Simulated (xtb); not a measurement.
## Geometry relaxation of SiSbH3Cl (part 2 of 3)

The same run, continued: SiSbH3Cl, multiplicity 2, SMILES [SiH3][Sb][Cl]; GFN1-xTB (xtb 6.7.1). 

Geometry of the input (Å):
```
Si -0.6748  0.3385  -0.0967
Sb 1.6891  0.0330  0.8831
Cl 1.5375  -2.3478  0.7469
H  -0.7797  -0.1334  -1.4759
H  -1.5488  -0.2307  0.5765
H  -0.9528  1.7741  -0.0860
```

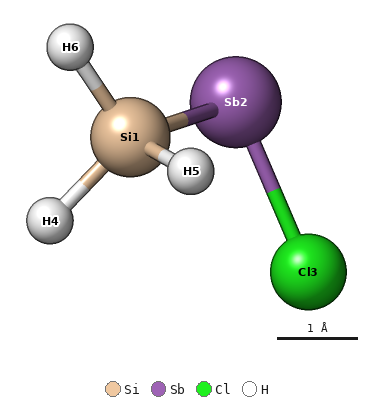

**Figure 1.** The geometry at step 5 of the log (ball-and-stick view, seen at a tilt; atoms are numbered from 1 in the order of the input).

The program's output, continued
```
 iter      E             dE          RMSdq      gap      omega  full diag
   1    -10.2808976 -0.102809E+02  0.361E-02    2.66       0.0  T
   2    -10.2809009 -0.327474E-05  0.166E-02    2.66       2.5  T
   3    -10.2809006  0.230151E-06  0.891E-03    2.66       4.6  T
   4    -10.2809011 -0.425446E-06  0.464E-03    2.66       8.8  T
   5    -10.2809011 -0.463339E-07  0.437E-04    2.66      93.5  T
   6    -10.2809011 -0.555740E-09  0.116E-04    2.66     352.9  T
   7    -10.2809011 -0.182396E-10  0.156E-06    2.66   26162.8  T
     SCC iter.                  ...        0 min,  0.001 sec
     gradient                   ...        0 min,  0.003 sec
 * total energy  :   -10.2459643 Eh     change       -0.8815494E-04 Eh
   gradient norm :     0.0020469 Eh/α   predicted    -0.8590869E-04 (  -2.55%)
   displ. norm   :     0.0452979 α      lambda       -0.3104732E-04
   maximum displ.:     0.0400015 α      in ANC's #2, #1, #4, ...

........................................................................
.............................. CYCLE    9 ..............................
........................................................................

 iter      E             dE          RMSdq      gap      omega  full diag
   1    -10.2809679 -0.102810E+02  0.168E-02    2.67       0.0  T
   2    -10.2809685 -0.519278E-06  0.999E-03    2.67       4.1  T
   3    -10.2809695 -0.991355E-06  0.299E-03    2.67      13.6  T
   4    -10.2809695 -0.462054E-07  0.466E-04    2.67      87.6  T
   5    -10.2809695 -0.836788E-10  0.170E-04    2.67     239.5  T
   6    -10.2809695 -0.369305E-10  0.202E-06    2.67   20183.7  T
     SCC iter.                  ...        0 min,  0.001 sec
     gradient                   ...        0 min,  0.003 sec
 * total energy  :   -10.2459851 Eh     change       -0.2077943E-04 Eh
   gradient norm :     0.0013433 Eh/α   predicted    -0.1555677E-04 ( -25.13%)
   displ. norm   :     0.0768723 α      lambda       -0.2171764E-04
   maximum displ.:     0.0674336 α      in ANC's #2, #1, #3, ...

........................................................................
.............................. CYCLE   10 ..............................
........................................................................

 iter      E             dE          RMSdq      gap      omega  full diag
   1    -10.2807726 -0.102808E+02  0.134E-02    2.68       0.0  T
   2    -10.2807728 -0.207069E-06  0.601E-03    2.68       6.8  T
   3    -10.2807728 -0.245965E-07  0.469E-03    2.68       8.7  T
   4    -10.2807729 -0.994429E-07  0.818E-04    2.68      49.9  T
   5    -10.2807729 -0.264825E-08  0.182E-04    2.68     224.2  T
   6    -10.2807729 -0.282387E-10  0.467E-05    2.68     873.3  T
     SCC iter.                  ...        0 min,  0.001 sec
     gradient                   ...        0 min,  0.003 sec
 * total energy  :   -10.2460056 Eh     change       -0.2049238E-04 Eh
   gradient norm :     0.0008446 Eh/α   predicted    -0.1088756E-04 ( -46.87%)
   displ. norm   :     0.0455960 α      lambda       -0.7105997E-05
   maximum displ.:     0.0375884 α      in ANC's #2, #1, #6, ...

........................................................................
.............................. CYCLE   11 ..............................
........................................................................

 iter      E             dE          RMSdq      gap      omega  full diag
   1    -10.2807876 -0.102808E+02  0.894E-03    2.68       0.0  T
   2    -10.2807877 -0.843316E-07  0.688E-03    2.68       5.9  T
   3    -10.2807879 -0.238616E-06  0.304E-03    2.68      13.4  T
   4    -10.2807879 -0.950316E-08  0.342E-04    2.68     119.3  T
   5    -10.2807879 -0.135806E-09  0.125E-04    2.68     325.6  T
   6    -10.2807879  0.573763E-12  0.265E-05    2.68    1542.1  T
     SCC iter.                  ...        0 min,  0.001 sec
     gradient                   ...        0 min,  0.003 sec
 * total energy  :   -10.2460128 Eh     change       -0.7173573E-05 Eh
   gradient norm :     0.0007442 Eh/α   predicted    -0.3554287E-05 ( -50.45%)
   displ. norm   :     0.0498740 α      lambda       -0.4895244E-05
   maximum displ.:     0.0356578 α      in ANC's #2, #1, #3, ...

   *** GEOMETRY OPTIMIZATION CONVERGED AFTER 11 ITERATIONS ***

------------------------------------------------------------------------
 total energy gain   :        -0.0262136 Eh      -16.4493 kcal/mol
 total RMSD          :         0.2037446 a0        0.1078 Å
 total power (kW/mol):        -6.2566993 (step) -909.0543 (real)
------------------------------------------------------------------------

 ANCopt (total)                0 d,  0 h,  0 min,  0.076 sec
 optimizer setup                ...        0 min,  0.000 sec (  0.109%)
 model hessian                  ...        0 min,  0.000 sec (  0.167%)
 ANC generation                 ...        0 min,  0.000 sec (  0.092%)
 coordinate transformation      ...        0 min,  0.000 sec (  0.094%)
 single point calculation       ...        0 min,  0.074 sec ( 97.791%)
 optimization log               ...        0 min,  0.000 sec (  0.601%)
 hessian update                 ...        0 min,  0.000 sec (  0.078%)
 rational function              ...        0 min,  0.000 sec (  0.534%)

================
 final structure:
================
6
 xtb: 6.7.1
Si          -0.53589165404504        0.38117139536088       -0.07661403287080
Sb           1.76504708264344        0.01258489518075        0.87973647856418
Cl           1.42716221620340       -2.31589006422504        0.70839960135268
H           -0.74900054332381       -0.12685996066951       -1.43407187518391
H           -1.62277196875578       -0.27718863787034        0.65397687598516
H           -1.01393013272218        1.75989237222325       -0.18358704784730

 Bond Distances (Angstroems)
 ---------------------------
Si1-Sb2=2.5189       Si1-H4=1.4650        Si1-H5=1.4658        Si1-H6=1.4632        Sb2-Si1=2.5189       Sb2-Cl3=2.3591
Cl3-Sb2=2.3591       H4-Si1=1.4650        H5-Si1=1.4658        H6-Si1=1.4632
 Si H  Rav=1.4646 sigma=0.0011  Rmin=1.4632  Rmax=1.4658     3
 Sb Si Rav=2.5189 sigma=0.0000  Rmin=2.5189  Rmax=2.5189     1
 Sb Cl Rav=2.3591 sigma=0.0000  Rmin=2.3591  Rmax=2.3591     1

 selected bond angles (degree)
 --------------------
H4-Si1-Sb2=115.72              H5-Si1-Sb2=114.98              H5-Si1-H4=101.43               H6-Si1-Sb2=117.65
H6-Si1-H4=102.21               H6-Si1-H5=102.56               Cl3-Sb2-Si1= 89.20

 selected dihedral angles (degree)
 ---------------------------------
Cl3-Sb2-Si1-H4=298.10         Cl3-Sb2-Si1-H5= 55.95         Cl3-Sb2-Si1-H6=176.95
           -------------------------------------------------
          |                Final Singlepoint                |
           -------------------------------------------------

          ...................................................
          :                      SETUP                      :
          :.................................................:
          :  # basis functions                  36          :
          :  # atomic orbitals                  33          :
          :  # shells                           15          :
          :  # electrons                        19          :
          :  # halogen bonds                     0          :
          :  max. iterations                   250          :
          :  Hamiltonian                  GFN1-xTB          :
          :  restarted?                      false          :
          :  GBSA solvation                  false          :
          :  PC potential                    false          :
          :  electronic temp.          300.0000000     K    :
          :  accuracy                    1.0000000          :
          :  -> integral cutoff          0.2500000E+02      :
          :  -> integral neglect         0.1000000E-07      :
          :  -> SCF convergence          0.1000000E-05 Eh   :
          :  -> wf. convergence          0.2000000E-04 e    :
          :  Broyden damping             0.4000000          :
          :  net charge                          0          :
          :  unpaired electrons                  1          :
          ...................................................

 iter      E             dE          RMSdq      gap      omega  full diag
   1    -10.2807879 -0.102808E+02  0.322E-07    2.68       0.0  T
   2    -10.2807879  0.177636E-14  0.151E-07    2.68  100000.0  T
   3    -10.2807879 -0.106581E-13  0.879E-08    2.68  100000.0  T

   *** convergence criteria satisfied after 3 iterations ***

         #    Occupation            Energy/Eh            Energy/eV
      -------------------------------------------------------------
         1        2.0000           -0.9087113             -24.7273
       ...           ...                  ...                  ...
         4        2.0000           -0.4955884             -13.4856
         5        2.0000           -0.4854168             -13.2089
         6        2.0000           -0.4844437             -13.1824
         7        2.0000           -0.4704533             -12.8017
         8        2.0000           -0.4695703             -12.7777
         9        2.0000           -0.4105026             -11.1703
        10        1.0000           -0.3595094              -9.7827 (HOMO)
        11                         -0.2610506              -7.1035 (LUMO)
        12                         -0.2102753              -5.7219
        13                         -0.2079658              -5.6590
        14                         -0.1862044              -5.0669
        15                         -0.1351389              -3.6773
       ...                                ...                  ...
        33                          1.5242635              41.4773
      -------------------------------------------------------------
                  HL-Gap            0.0984588 Eh            2.6792 eV
             Fermi-level           -0.3476430 Eh           -9.4598 eV

 SCC (total)                   0 d,  0 h,  0 min,  0.006 sec
 SCC setup                      ...        0 min,  0.000 sec (  0.853%)
 Dispersion                     ...        0 min,  0.000 sec (  0.260%)
 classical contributions        ...        0 min,  0.000 sec (  0.116%)
 integral evaluation            ...        0 min,  0.002 sec ( 33.640%)
 iterations                     ...        0 min,  0.001 sec ( 10.357%)
 molecular gradient             ...        0 min,  0.003 sec ( 52.678%)
 printout                       ...        0 min,  0.000 sec (  1.805%)

         :::::::::::::::::::::::::::::::::::::::::::::::::::::
         ::                     SUMMARY                     ::
         :::::::::::::::::::::::::::::::::::::::::::::::::::::
         :: total energy             -10.246012790510 Eh    ::
         :: gradient norm              0.000757306134 Eh/a0 ::
         :: HOMO-LUMO gap              2.679199450007 eV    ::
         ::.................................................::
         :: SCC energy               -10.280787907577 Eh    ::
         :: -> electrostatic           0.012904065939 Eh    ::
         :: repulsion energy           0.037100015870 Eh    ::
         :: dispersion energy         -0.002324898803 Eh    ::
         :: halogen bond corr.         0.000000000000 Eh    ::
         :: add. restraining           0.000000000000 Eh    ::
         :: total charge              -0.000000000000 e     ::
         :::::::::::::::::::::::::::::::::::::::::::::::::::::

           -------------------------------------------------
          |                Property Printout                |
           -------------------------------------------------

    * Orbital Energies and Occupations

         #    Occupation            Energy/Eh            Energy/eV
      -------------------------------------------------------------
         1        2.0000           -0.9087113             -24.7273
         2        2.0000           -0.8537897             -23.2328
         3        2.0000           -0.6282776             -17.0963
         4        2.0000           -0.4955884             -13.4856
         5        2.0000           -0.4854168             -13.2089
         6        2.0000           -0.4844437             -13.1824
         7        2.0000           -0.4704533             -12.8017
         8        2.0000           -0.4695703             -12.7777
         9        2.0000           -0.4105026             -11.1703
        10        1.0000           -0.3595094              -9.7827 (HOMO)
        11                         -0.2610506              -7.1035 (LUMO)
        12                         -0.2102753              -5.7219
        13                         -0.2079658              -5.6590
        14                         -0.1862044              -5.0669
        15                         -0.1351389              -3.6773
        16                         -0.1115719              -3.0360
        17                         -0.0857864              -2.3344
        18                         -0.0709002              -1.9293
        19                         -0.0664198              -1.8074
        20                         -0.0635444              -1.7291
        21                         -0.0497200              -1.3530
       ...                                ...                  ...
        33                          1.5242635              41.4773
      -------------------------------------------------------------
                  HL-Gap            0.0984588 Eh            2.6792 eV
             Fermi-level           -0.3476430 Eh           -9.4598 eV

  Mulliken/CM5 charges         n(s)   n(p)   n(d)
     1Si    0.14099 -0.15497   1.349  2.041  0.469
     2Sb    0.22369  0.27293   1.957  2.545  0.274
     3Cl   -0.15317 -0.15954   1.941  5.217 -0.005
     4H    -0.06851  0.01582   1.069  0.000  0.000
     5H    -0.06823  0.01598   1.068  0.000  0.000
     6H    -0.07476  0.00978   1.075  0.000  0.000

Wiberg/Mayer (AO) data.
largest (>0.10) Wiberg bond orders for each atom

 ---------------------------------------------------------------------------
     #   Z sym  total        # sym  WBO       # sym  WBO       # sym  WBO
 ---------------------------------------------------------------------------
     1  14 Si   4.069 --     2 Sb   1.218     6 H    0.928     5 H    0.919
                             4 H    0.919
     2  51 Sb   2.627 --     3 Cl   1.272     1 Si   1.218
     3  17 Cl   1.360 --     2 Sb   1.272
     4   1 H    0.991 --     1 Si   0.919
     5   1 H    0.990 --     1 Si   0.919
     6   1 H    0.990 --     1 Si   0.928
 ---------------------------------------------------------------------------

Topologies differ in total number of bonds
Writing topology from bond orders to xtbtopo.mol

MOs/occ written to file <molden.input>

 dipole moment from electron density (au)
     X       Y       Z
   1.2942   1.1655   0.5512  total (Debye):    4.643

           -------------------------------------------------
          |                Geometry Summary                 |
           -------------------------------------------------

      molecular mass/u    :      188.3220422
   center of mass at/Å    :        1.3118246      -0.3637428       0.6855719
  moments of inertia/u·Å² :        0.1368544E+03   0.2042797E+03   0.3359489E+03
rotational constants/cm⁻¹ :        0.1231793E+00   0.8252230E-01   0.5017916E-01

 * 4 selected distances

     #   Z          #   Z                                           value/Å
     1  14 Si       2  51 Sb                                      2.5188852 (max)
     1  14 Si       4   1 H                                       1.4649926
     1  14 Si       5   1 H                                       1.4657797
     1  14 Si       6   1 H                                       1.4631596 (min)

 * 2 distinct bonds (by element types)

   Z      Z             #   av. dist./Å        max./Å        min./Å
   1 H   14 Si          3     1.4646440     1.4657797     1.4631596
  14 Si  51 Sb          1     2.5188852     2.5188852     2.5188852

optimized geometry written to: xtbopt.xyz

           -------------------------------------------------
          | TOTAL ENERGY              -10.246012790510 Eh   |
          | GRADIENT NORM               0.000757306134 Eh/α |
          | HOMO-LUMO GAP               2.679199450007 eV   |
           -------------------------------------------------

------------------------------------------------------------------------
------------------------------------------------------------------------
 total:
 *  cpu-time:     0 d,  0 h,  0 min,  0.099 sec
 * ratio c/w:     1.000 speedup
 SCF:
 *  cpu-time:     0 d,  0 h,  0 min,  0.008 sec
 * ratio c/w:     1.000 speedup
 ANC optimizer:
 *  cpu-time:     0 d,  0 h,  0 min,  0.082 sec
 * ratio c/w:     1.000 speedup
```

File xtbopt.xyz
```
6
 energy: -10.246012790510 gnorm: 0.000757306134 xtb: 6.7.1
Si          -0.53589165404504        0.38117139536088       -0.07661403287080
Sb           1.76504708264344        0.01258489518075        0.87973647856418
Cl           1.42716221620340       -2.31589006422504        0.70839960135268
H           -0.74900054332381       -0.12685996066951       -1.43407187518391
H           -1.62277196875578       -0.27718863787034        0.65397687598516
H           -1.01393013272218        1.75989237222325       -0.18358704784730
```

Standard error
```
normal termination of xtb
```

Trajectory as extended XYZ (Å, eV, eV/Å), 11 frames, from step=0 to step=10
```
6
Properties=species:S:1:pos:R:3 step=0 energy=-278.09490
Si   -0.6747    0.3385   -0.0967
Sb    1.6891    0.0330    0.8831
Cl    1.5375   -2.3478    0.7469
H    -0.7796   -0.1334   -1.4759
H    -1.5488   -0.2307    0.5765
H    -0.9528    1.7741   -0.0860
6
Properties=species:S:1:pos:R:3 step=1 energy=-278.66938
Si   -0.5752    0.3454   -0.0792
Sb    1.6597    0.0032    0.8640
Cl    1.5331   -2.3181    0.7467
H    -0.7827   -0.0969   -1.4647
H    -1.5969   -0.2609    0.6066
H    -0.9673    1.7609   -0.1255
6
Properties=species:S:1:pos:R:3 step=2 energy=-278.57714
Si   -0.5883    0.3610   -0.1055
Sb    1.8987    0.0250    0.9454
Cl    1.5128   -2.3470    0.7388
H    -0.8249   -0.0851   -1.4833
H    -1.7204   -0.2848    0.6039
H    -1.0073    1.7646   -0.1514
6
Properties=species:S:1:pos:R:3 step=3 energy=-278.78653
Si   -0.5706    0.3664   -0.0822
Sb    1.7873    0.0035    0.8862
Cl    1.5355   -2.3446    0.7494
H    -0.7900   -0.0854   -1.4600
H    -1.6855   -0.2726    0.6022
H    -1.0061    1.7664   -0.1478
6
Properties=species:S:1:pos:R:3 step=4 energy=-278.79283
Si   -0.5465    0.3594   -0.0749
Sb    1.7311    0.0278    0.8685
Cl    1.5092   -2.3393    0.7386
H    -0.7774   -0.0920   -1.4520
H    -1.6580   -0.2771    0.6095
H    -0.9878    1.7549   -0.1418
6
Properties=species:S:1:pos:R:3 step=5 energy=-278.80023
Si   -0.5549    0.3703   -0.0822
Sb    1.7468   -0.0050    0.8744
Cl    1.5064   -2.3185    0.7384
H    -0.7728   -0.0976   -1.4536
H    -1.6541   -0.2787    0.6166
H    -1.0007    1.7633   -0.1458
6
Properties=species:S:1:pos:R:3 step=6 energy=-278.80449
Si   -0.5554    0.3793   -0.0822
Sb    1.7617    0.0056    0.8782
Cl    1.4997   -2.3425    0.7356
H    -0.7664   -0.0977   -1.4506
H    -1.6522   -0.2798    0.6236
H    -1.0168    1.7689   -0.1567
6
Properties=species:S:1:pos:R:3 step=7 energy=-278.80689
Si   -0.5474    0.3711   -0.0796
Sb    1.7551    0.0120    0.8789
Cl    1.4822   -2.3272    0.7287
H    -0.7678   -0.0999   -1.4497
H    -1.6472   -0.2821    0.6268
H    -1.0042    1.7599   -0.1572
6
Properties=species:S:1:pos:R:3 step=8 energy=-278.80746
Si   -0.5447    0.3766   -0.0799
Sb    1.7554    0.0090    0.8784
Cl    1.4691   -2.3253    0.7239
H    -0.7604   -0.1066   -1.4460
H    -1.6380   -0.2822    0.6340
H    -1.0109    1.7623   -0.1626
6
Properties=species:S:1:pos:R:3 step=9 energy=-278.80802
Si   -0.5394    0.3798   -0.0793
Sb    1.7617    0.0111    0.8811
Cl    1.4417   -2.3179    0.7136
H    -0.7537   -0.1185   -1.4403
H    -1.6272   -0.2815    0.6471
H    -1.0125    1.7607   -0.1744
6
Properties=species:S:1:pos:R:3 step=10 energy=-278.80821
Si   -0.5359    0.3812   -0.0766
Sb    1.7651    0.0126    0.8797
Cl    1.4272   -2.3159    0.7084
H    -0.7490   -0.1269   -1.4341
H    -1.6228   -0.2772    0.6540
H    -1.0139    1.7599   -0.1836
```
